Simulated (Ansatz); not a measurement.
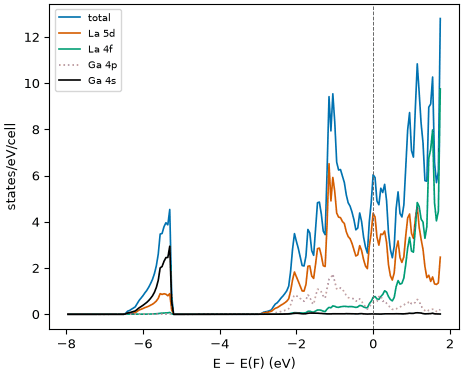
Total and projected density of states of La₃Ga (Cu3Au type, Pm-3m), plane-wave PAW LDA (Ansatz code)

Problem. Which orbitals carry the states next to the Fermi level?

Solution. Within 0.5 eV of the Fermi level: La 5d 68 %, La 4f 13 %, Ga 4p 12 %. Projections are on Löwdin-orthogonalised atomic valence shells; empty p or d shells of many metals are not among them.

Problem. Where is the tallest occupied peak in this window, and what makes it?

Solution. Near -1.0 eV, about 9.5 states/eV per cell; the largest projected share is La 5d.

The workflow started from an entry of the Crystallography Open Database (COD). Its standing as an ambient phase is unchecked. The cell was relaxed with LDA under the symmetry of its start; of distortions, only those at the zone centre were tested. The volume moved by -40 % from the start of the relaxation. The volume fell by over 15 % from the filed cell, which may lack light atoms or belong to other conditions. Scalar-relativistic: spin–orbit coupling is off unless named, which matters more the heavier the elements.

Potentials: the later of the program's two PAW sets.
